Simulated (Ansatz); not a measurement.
# A ladder of methods for NO (nitric oxide)

The species is NO (2 atoms), meant as a doublet with charge 0. SMILES: `[N]=O`. Geometry: optimised at wB97X-V/def2-SVP.

```xyz
2

N    -0.4858    0.1778   -0.2451
O     0.4858   -0.1778    0.2451
```

Each level gives the electronic atomisation energy (eV). The values are calculated. Electronic energies at fixed atoms, without zero-point motion or spin-orbit coupling.

```
               level                    kind  program  value (eV)
      UHF/def2-TZVPP            Hartree–Fock   Ansatz        2.32
   USVWN5/def2-TZVPP                     LDA   Ansatz        8.61
    UBLYP/def2-TZVPP                     GGA   Ansatz        7.21
     UPBE/def2-TZVPP                     GGA   Ansatz        7.46
 U-r2SCAN/def2-TZVPP                meta-GGA   Ansatz        6.60
   UB3LYP/def2-TZVPP           global hybrid   Ansatz        6.72
U-wB97M-V/def2-TZVPP  range-separated hybrid   Ansatz        6.71
  RPA@PBE/def2-TZVPP                     RPA   Ansatz        6.17
     UMP2/def2-TZVPP     perturbation theory   Ansatz        6.59
```

The values span 2.32 to 8.61 eV.

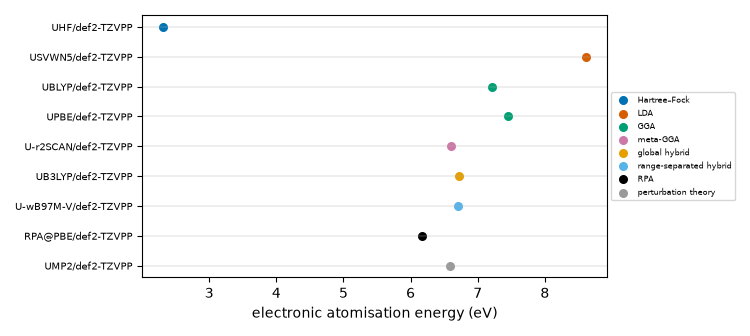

The values of the table, level by level.
